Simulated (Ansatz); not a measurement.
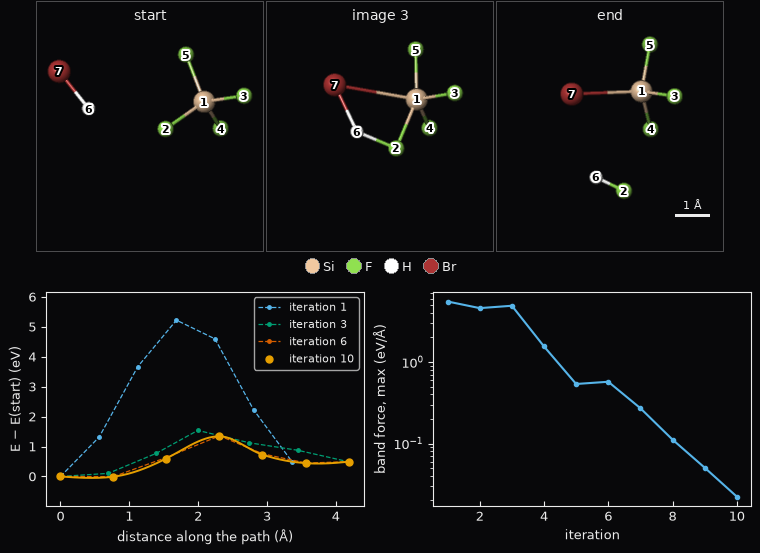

NEB run on SiHBrF4, made up of SiF4 and HBr. Images are numbered from 0 (start) to 6 (end). The plot follows the band through its iterations. Style: ball-and-stick. Shown from a free direction.

Theory: RKS PBE0-D4/def2-SVP (Ansatz 0.2.0). Set-up: 5 movable images; climbing image.

**Judge this run.**

The run is converged, with reservations. The band converged in 10 iterations. The largest component of the band force went from 5.5 to 0.022 eV/Å. The climbing image converged on the top of the path. Its curvatures weren't checked. The largest force component is 1.03 eV/Å at the start and 0.94 eV/Å at the end; an end with forces this large is no minimum, and the barrier measured from it can be far off. The first iteration put the highest image at 5.22 eV. Relative to the start the highest point is image 3 at +1.34 eV and the end lies at +0.50 eV, but the profile dips to +0.45 eV at image 5 on the way, so an end point isn't at the bottom of its valley along this path.

Limits of the set-up: the start holds two separate molecules, 2.4 Å apart at their closest, whose relative position is a soft coordinate.

Cost: 60 s on 8 threads of Arm Neoverse V2 (shared host).
